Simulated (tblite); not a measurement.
## Geometry relaxation, with input and output: C4H12OSSi (part 1 of 4)

C4H12OSSi, computed with GFN2-xTB geometry optimisation, gas phase (tblite 0.8.0).

It belongs to a series of runs on one base structure; here: H on C replaced by C2H5.

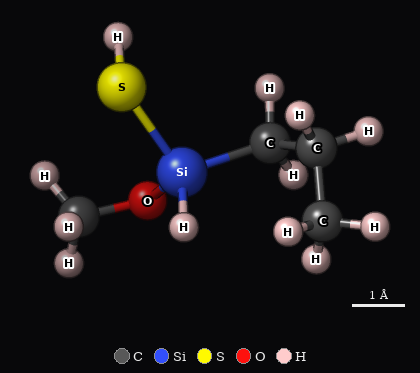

*The starting structure (ball-and-stick view, seen at a tilt).*

**Key numbers**

- outcome: converged
- total energy: −647.4191 eV
- hardware: 1 CPU thread, shared host
- wall time: 5.5 s
- peak memory: 0.18 GiB

**Input file**
```
{"job": {"kind": "relax", "xc": "GFN2-xTB", "basis": "xTB"}, "charge": 0, "multiplicity": 1}
C      2.492500    -0.566500     0.036100
C      1.979500     0.777100    -0.430000
C      0.613200     0.662200    -1.013100
Si    -0.647700     0.015800     0.173000
S     -1.554300     1.662800     1.207900
O     -1.882000    -0.769800    -0.747400
C     -2.928800    -1.154400     0.080300
H      2.340900    -0.710800     1.111500
H      2.087800    -1.414000    -0.548800
H      3.592400    -0.546000    -0.111400
H      2.667700     1.136500    -1.231100
H      2.027000     1.495100     0.415900
H      0.321300     1.681900    -1.356200
H      0.700200    -0.024600    -1.881900
H      0.005000    -0.916000     1.110000
H     -2.215300     2.501000     0.305200
H     -3.779600    -0.452100     0.036900
H     -2.556600    -1.223400     1.129700
H     -3.273200    -2.145300    -0.278900
```

The first line tells a small driver script what to run in tblite; the rest is the geometry in Å.

Launch command:
```bash
OMP_NUM_THREADS=1 python <driver script> task.json out
```

**The program's output**
```
step      E/eV     max force
  0    -646.60973    2.463
  1    -646.85623    1.191
  2    -646.95003    0.944
  3    -647.00109    0.880
  4    -647.11023    0.633
  5    -647.14951    0.496
  6    -647.18455    0.342
  7    -647.19773    0.287
  8    -647.21194    0.325
  9    -647.22229    0.312
 10    -647.23182    0.215
 11    -647.23869    0.189
 12    -647.24474    0.180
 13    -647.25047    0.201
 14    -647.25581    0.169
 15    -647.26024    0.193
 16    -647.26462    0.237
 17    -647.27006    0.231
 18    -647.27693    0.189
 19    -647.28487    0.230
 20    -647.29335    0.220
 21    -647.30146    0.216
 22    -647.30833    0.205
 23    -647.31361    0.133
 24    -647.31707    0.134
 25    -647.31954    0.130
 26    -647.32235    0.170
 27    -647.32585    0.160
 28    -647.32960    0.159
 29    -647.33296    0.158
 30    -647.33555    0.121
 31    -647.33755    0.123
 32    -647.33942    0.091
 33    -647.34123    0.090
 34    -647.34302    0.101
 35    -647.34489    0.130
 36    -647.34671    0.114
 37    -647.34838    0.112
 38    -647.34999    0.102
 39    -647.35159    0.127
 40    -647.35313    0.109
 41    -647.35418    0.063
 42    -647.35465    0.054
 43    -647.35498    0.041
 44    -647.35525    0.037
 45    -647.35550    0.032
 46    -647.35576    0.041
 47    -647.35608    0.043
 48    -647.35648    0.050
 49    -647.35695    0.056
 50    -647.35743    0.063
 51    -647.35786    0.062
 52    -647.35825    0.053
 53    -647.35862    0.040
 54    -647.35899    0.042
 55    -647.35942    0.049
 56    -647.35989    0.049
 57    -647.36038    0.051
 58    -647.36092    0.060
 59    -647.36160    0.058
 60    -647.36248    0.066
 61    -647.36348    0.086
 62    -647.36432    0.086
 63    -647.36541    0.091
 64    -647.36665    0.103
 65    -647.36808    0.110
 66    -647.36974    0.106
 67    -647.37121    0.076
 68    -647.37216    0.070
 69    -647.37280    0.078
 70    -647.37301    0.097
 71    -647.37399    0.051
 72    -647.37448    0.030
 73    -647.37494    0.039
 74    -647.37513    0.051
 75    -647.37543    0.052
 76    -647.37574    0.041
 77    -647.37609    0.047
 78    -647.37636    0.040
 79    -647.37662    0.045
 80    -647.37685    0.036
 81    -647.37713    0.047
 82    -647.37745    0.045
 83    -647.37782    0.057
 84    -647.37821    0.064
 85    -647.37859    0.104
 86    -647.37912    0.078
 87    -647.37982    0.056
 88    -647.38072    0.052
 89    -647.38106    0.049
 90    -647.38137    0.041
 91    -647.38162    0.045
 92    -647.38195    0.057
 93    -647.38232    0.052
 94    -647.38275    0.042
 95    -647.38323    0.037
 96    -647.38350    0.037
 97    -647.38398    0.039
 98    -647.38425    0.034
 99    -647.38448    0.033
100    -647.38467    0.031
101    -647.38490    0.041
102    -647.38512    0.038
103    -647.38530    0.037
104    -647.38547    0.041
105    -647.38568    0.045
106    -647.38596    0.041
107    -647.38634    0.052
108    -647.38676    0.056
109    -647.38712    0.061
110    -647.38754    0.063
111    -647.38802    0.047
112    -647.38872    0.061
113    -647.38897    0.058
114    -647.38946    0.063
115    -647.38989    0.039
116    -647.39021    0.065
117    -647.39053    0.042
118    -647.39074    0.038
119    -647.39126    0.041
120    -647.39172    0.051
121    -647.39247    0.052
122    -647.39304    0.050
123    -647.39328    0.090
124    -647.39366    0.035
125    -647.39392    0.038
126    -647.39417    0.029
127    -647.39431    0.029
128    -647.39442    0.028
129    -647.39454    0.025
130    -647.39465    0.020
131    -647.39478    0.021
132    -647.39494    0.023
133    -647.39507    0.023
134    -647.39516    0.021
135    -647.39523    0.019
136    -647.39530    0.018
137    -647.39540    0.022
138    -647.39552    0.020
139    -647.39562    0.021
140    -647.39569    0.020
141    -647.39574    0.015
142    -647.39579    0.012
143    -647.39585    0.014
144    -647.39590    0.014
145    -647.39595    0.014
146    -647.39600    0.012
147    -647.39603    0.014
148    -647.39606    0.014
149    -647.39609    0.014
150    -647.39615    0.021
151    -647.39625    0.033
152    -647.39637    0.038
153    -647.39648    0.033
154    -647.39656    0.023
155    -647.39665    0.024
156    -647.39678    0.033
157    -647.39699    0.039
158    -647.39724    0.035
159    -647.39745    0.025
160    -647.39761    0.026
161    -647.39776    0.036
162    -647.39788    0.049
163    -647.39805    0.043
164    -647.39818    0.027
165    -647.39836    0.023
166    -647.39844    0.024
167    -647.39866    0.022
168    -647.39881    0.027
169    -647.39893    0.023
170    -647.39904    0.027
171    -647.39915    0.023
172    -647.39929    0.023
173    -647.39937    0.025
174    -647.39949    0.022
175    -647.39961    0.021
176    -647.39973    0.024
177    -647.39983    0.038
178    -647.39996    0.030
179    -647.40015    0.031
180    -647.40035    0.038
181    -647.40068    0.051
182    -647.40114    0.076
183    -647.40153    0.103
184    -647.38715    0.414
185    -647.40249    0.068
186    -647.40277    0.076
187    -647.40365    0.052
188    -647.40263    0.309
189    -647.40577    0.062
190    -647.40677    0.049
191    -647.40255    0.295
192    -647.40812    0.053
193    -647.40880    0.038
194    -647.40861    0.176
195    -647.41034    0.035
196    -647.41089    0.038
197    -647.41179    0.087
198    -647.41264    0.046
199    -647.41318    0.053
200    -647.41393    0.060
201    -647.41433    0.053
202    -647.41467    0.049
203    -647.41538    0.077
204    -647.41566    0.048
205    -647.41599    0.033
206    -647.41634    0.031
207    -647.41645    0.035
208    -647.41655    0.025
209    -647.41661    0.021
210    -647.41664    0.021
211    -647.41667    0.019
212    -647.41671    0.016
213    -647.41673    0.018
214    -647.41677    0.018
215    -647.41681    0.018
216    -647.41687    0.020
217    -647.41695    0.026
218    -647.41709    0.035
219    -647.41727    0.033
220    -647.41746    0.037
221    -647.41762    0.028
222    -647.41777    0.030
223    -647.41790    0.030
224    -647.41802    0.025
225    -647.41813    0.023
226    -647.41824    0.022
227    -647.41834    0.021
228    -647.41843    0.023
229    -647.41853    0.022
230    -647.41860    0.020
231    -647.41865    0.015
232    -647.41868    0.015
233    -647.41871    0.015
234    -647.41875    0.013
235    -647.41879    0.013
236    -647.41882    0.013
237    -647.41886    0.013
238    -647.41889    0.013
239    -647.41893    0.014
240    -647.41897    0.015
241    -647.41901    0.019
242    -647.41904    0.017
243    -647.41906    0.013
244    -647.41908    0.009
```

**Trajectory as extended XYZ (Å, eV, eV/Å), 43 of the 245 frames kept, from step=0 to step=244**
```
19
Properties=species:S:1:pos:R:3:forces:R:3 step=0 energy=-646.60973
C     2.4925   -0.5665    0.0361    1.3250  -0.4560   0.1560
C     1.9795    0.7771   -0.4300    1.0310   0.4540   0.0870
C     0.6132    0.6622   -1.0131   -0.3390   0.6370  -1.4240
Si   -0.6477    0.0158    0.1730   -1.2350  -0.9510  -1.1840
S    -1.5543    1.6628    1.2079   -0.6170   0.9120   0.1740
O    -1.8820   -0.7698   -0.7474    1.7350   1.2200   1.2520
C    -2.9288   -1.1544    0.0803   -0.5300  -0.8100   0.3650
H     2.3409   -0.7108    1.1115   -0.1720  -0.1620  -0.3910
H     2.0878   -1.4140   -0.5488    0.1520   0.5540   0.4210
H     3.5924   -0.5460   -0.1114   -0.4920  -0.3450   0.1490
H     2.6677    1.1365   -1.2311   -0.3980   0.0340   0.5170
H     2.0270    1.4951    0.4159   -0.1180  -0.2760  -0.5320
H     0.3213    1.6819   -1.3562    0.0470  -0.7370  -0.1570
H     0.7002   -0.0246   -1.8819   -0.2780   0.6170   0.3020
H     0.0050   -0.9160    1.1100   -0.5900   0.2820   0.0540
H    -2.2153    2.5010    0.3052    0.7500  -1.0670   0.4280
H    -3.7796   -0.4521    0.0369    0.3980  -0.1340   0.0080
H    -2.5566   -1.2234    1.1297   -0.7340  -0.1750  -0.5790
H    -3.2732   -2.1453   -0.2789    0.0660   0.4040   0.3530
19
Properties=species:S:1:pos:R:3:forces:R:3 step=6 energy=-647.18455
C     2.5693   -0.5604    0.0458   -0.1080  -0.0980  -0.0860
C     2.0149    0.7759   -0.4477    0.0810   0.1420  -0.0540
C     0.6242    0.6857   -1.0713   -0.0910   0.0330  -0.1230
Si   -0.6613    0.0802    0.1501   -0.1410  -0.1220   0.0630
S    -1.5638    1.6843    1.3068    0.0530   0.0370  -0.0450
O    -1.8396   -0.7208   -0.6398    0.0610  -0.0100   0.0210
C    -2.9433   -1.1849    0.0917   -0.1010   0.0040   0.0760
H     2.3209   -0.7433    1.0882    0.1230   0.1480   0.0190
H     2.1114   -1.3654   -0.5159    0.0520  -0.1660  -0.2160
H     3.6526   -0.6238   -0.0855   -0.2260   0.0950   0.1130
H     2.6803    1.1827   -1.2064    0.1720   0.0300  -0.1070
H     2.0021    1.4894    0.3735   -0.0480   0.0760   0.0990
H     0.3158    1.6645   -1.4448    0.1920   0.0730   0.0080
H     0.6607    0.0363   -1.9426    0.0130  -0.1230  -0.0130
H    -0.1324   -0.8401    1.1355    0.0420   0.0170   0.3390
H    -2.1163    2.3469    0.2910    0.0990  -0.1340   0.0670
H    -3.7436   -0.4529    0.0166   -0.2020  -0.0160  -0.0700
H    -2.6924   -1.2909    1.1454   -0.0190  -0.0690   0.1040
H    -3.2694   -2.1541   -0.2828    0.0470   0.0830  -0.1930
19
Properties=species:S:1:pos:R:3:forces:R:3 step=12 energy=-647.24474
C     2.5516   -0.5600    0.0247    0.1090  -0.0160   0.0250
C     2.0208    0.7854   -0.4686    0.0210   0.0050   0.0010
C     0.6260    0.6903   -1.0870   -0.0390  -0.0310   0.0070
Si   -0.6445    0.0701    0.1717   -0.0360   0.0900   0.1440
S    -1.5331    1.6862    1.3326    0.1380  -0.0550  -0.0530
O    -1.8432   -0.7176   -0.5961    0.1440   0.0970  -0.0490
C    -2.9681   -1.1865    0.0983   -0.0100  -0.0300  -0.0610
H     2.3249   -0.7160    1.0745   -0.1720  -0.0410  -0.0090
H     2.1326   -1.3806   -0.5537   -0.0180   0.0440   0.0120
H     3.6325   -0.6119   -0.0635    0.1000   0.0710  -0.0790
H     2.7114    1.1953   -1.2115   -0.0620  -0.0340  -0.0310
H     1.9898    1.4923    0.3628    0.0300  -0.0020  -0.0040
H     0.3571    1.6793   -1.4677   -0.0610  -0.0650   0.0480
H     0.6542    0.0238   -1.9488    0.0080  -0.0320   0.0230
H    -0.1560   -0.7995    1.2325    0.0890   0.0260   0.0820
H    -2.0776    2.2884    0.2888   -0.0390   0.0520  -0.0220
H    -3.7811   -0.4688    0.0000   -0.0700   0.0410   0.0030
H    -2.7447   -1.3237    1.1556   -0.0740  -0.0320   0.0270
H    -3.2622   -2.1373   -0.3368   -0.0550  -0.0860  -0.0630
19
Properties=species:S:1:pos:R:3:forces:R:3 step=17 energy=-647.27006
C     2.5628   -0.5569    0.0179   -0.0700   0.0680  -0.0360
C     2.0238    0.7848   -0.4759   -0.0330  -0.0060  -0.0130
C     0.6210    0.6741   -1.0761    0.0460  -0.0350   0.0740
Si   -0.6287    0.0667    0.2150    0.0550  -0.0550  -0.0450
S    -1.4826    1.7040    1.3298   -0.0190   0.1940   0.1240
O    -1.8299   -0.6989   -0.5694   -0.1110  -0.0830   0.0900
C    -2.9810   -1.1908    0.0776   -0.0100   0.0060   0.0210
H     2.2781   -0.7173    1.0549    0.1340  -0.0510  -0.0480
H     2.1458   -1.3714   -0.5714    0.0930   0.0210  -0.0360
H     3.6471   -0.5795   -0.0718   -0.0580  -0.0650   0.1280
H     2.7031    1.1886   -1.2318   -0.0600   0.0020  -0.0160
H     1.9985    1.4939    0.3551    0.0450   0.0040  -0.0530
H     0.3491    1.6618   -1.4572   -0.1130  -0.0750   0.0220
H     0.6510    0.0011   -1.9340   -0.0380  -0.0070   0.0550
H    -0.1285   -0.7656    1.3082   -0.0010   0.0370  -0.0630
H    -2.0708    2.2783    0.2920   -0.0130   0.0150  -0.0070
H    -3.8051   -0.4770   -0.0127    0.1080  -0.0020  -0.0910
H    -2.7954   -1.3500    1.1424   -0.0130  -0.0460  -0.0770
H    -3.2681   -2.1368   -0.3849    0.0570   0.0790  -0.0270
19
Properties=species:S:1:pos:R:3:forces:R:3 step=23 energy=-647.31361
C     2.5772   -0.5410   -0.0084    0.0680  -0.0950   0.0190
C     2.0207    0.7875   -0.4988    0.0190  -0.0080   0.0140
C     0.6006    0.6283   -1.0285   -0.0830   0.0440  -0.0250
Si   -0.6115    0.0768    0.3150   -0.0910   0.0670   0.0600
S    -1.3749    1.8263    1.3572   -0.0300  -0.0590  -0.0900
O    -1.8089   -0.6874   -0.4702    0.0680  -0.0120   0.0170
C    -3.0097   -1.2034    0.0407    0.0500   0.0180  -0.0280
H     2.2508   -0.7521    1.0035   -0.0320  -0.0040   0.0590
H     2.2270   -1.3473   -0.6459    0.0480  -0.0600  -0.0700
H     3.6621   -0.5478   -0.0130    0.0950   0.0600  -0.0160
H     2.6556    1.1807   -1.2947    0.0220  -0.0160  -0.0720
H     2.0403    1.5129    0.3142   -0.0400   0.0550   0.0380
H     0.2602    1.5848   -1.4254    0.0280   0.1030  -0.0560
H     0.6194   -0.0605   -1.8721   -0.0770  -0.0950   0.0520
H    -0.0769   -0.6851    1.4323   -0.0500  -0.0870   0.0310
H    -2.0591    2.2622    0.3088   -0.0110   0.0540   0.0530
H    -3.8108   -0.4732   -0.0949    0.0240   0.0010   0.0290
H    -2.9180   -1.4412    1.1006   -0.0290   0.0110  -0.0020
H    -3.2541   -2.1112   -0.5127    0.0210   0.0220  -0.0130
19
Properties=species:S:1:pos:R:3:forces:R:3 step=29 energy=-647.33296
C     2.6017   -0.5445   -0.0194   -0.0200   0.0630  -0.0330
C     2.0175    0.7797   -0.5108   -0.0230  -0.0160  -0.0370
C     0.5785    0.6244   -1.0055    0.0130  -0.0750   0.0360
Si   -0.6108    0.0950    0.3707   -0.0210   0.0660   0.0300
S    -1.3553    1.8751    1.3646   -0.0560  -0.0490   0.0290
O    -1.7813   -0.6950   -0.4233    0.0240   0.0320  -0.0280
C    -3.0057   -1.2053    0.0210   -0.0220   0.0020  -0.0010
H     2.2416   -0.7776    0.9802    0.0270  -0.0180  -0.0820
H     2.3050   -1.3505   -0.6904    0.0530   0.0400   0.0500
H     3.6903   -0.5102    0.0114   -0.0770   0.0590   0.0080
H     2.6297    1.1588   -1.3342    0.0010  -0.0110   0.0250
H     2.0448    1.5236    0.2907    0.0430  -0.0720  -0.0450
H     0.2439    1.5753   -1.4369    0.0770  -0.1310   0.0440
H     0.5575   -0.1164   -1.8063    0.0020   0.0490  -0.0110
H    -0.0934   -0.6849    1.4878   -0.0410   0.0240   0.0100
H    -2.0690    2.2897    0.3287   -0.0060   0.0280   0.0080
H    -3.7928   -0.4639   -0.1219   -0.0240   0.0710  -0.0200
H    -2.9776   -1.4759    1.0760    0.0640  -0.0200   0.0290
H    -3.2344   -2.0879   -0.5749   -0.0160  -0.0410  -0.0130
19
Properties=species:S:1:pos:R:3:forces:R:3 step=35 energy=-647.34489
C     2.6193   -0.5406   -0.0336    0.0290  -0.0030   0.0060
C     2.0146    0.7659   -0.5267    0.0040  -0.0160   0.0130
C     0.5681    0.5956   -0.9804    0.0390   0.0350  -0.0370
Si   -0.6242    0.1142    0.4111    0.0910  -0.0580  -0.0720
S    -1.3802    1.8913    1.3867   -0.0620   0.0130   0.0710
O    -1.7683   -0.6898   -0.4045   -0.0460   0.0040  -0.0540
C    -3.0041   -1.2006    0.0060    0.0010  -0.0030   0.0150
H     2.2368   -0.8001    0.9494    0.0090  -0.0060  -0.0110
H     2.3747   -1.3504   -0.7173    0.0500   0.0040  -0.0190
H     3.7004   -0.4523    0.0302    0.0370  -0.0390   0.0340
H     2.6125    1.1406   -1.3636   -0.0530  -0.0210   0.0070
H     2.0627    1.5134    0.2686   -0.0010  -0.0050  -0.0190
H     0.2523    1.5384   -1.4306   -0.0910   0.0290  -0.0020
H     0.5201   -0.1526   -1.7725    0.0370  -0.0240   0.0300
H    -0.1231   -0.6739    1.5301   -0.0220   0.0600   0.0320
H    -2.0787    2.3244    0.3478    0.0050   0.0030  -0.0100
H    -3.7789   -0.4439   -0.1394   -0.0110  -0.0310   0.0330
H    -2.9868   -1.4971    1.0563   -0.0020   0.0260  -0.0210
H    -3.2269   -2.0735   -0.6098   -0.0150   0.0340   0.0020
```
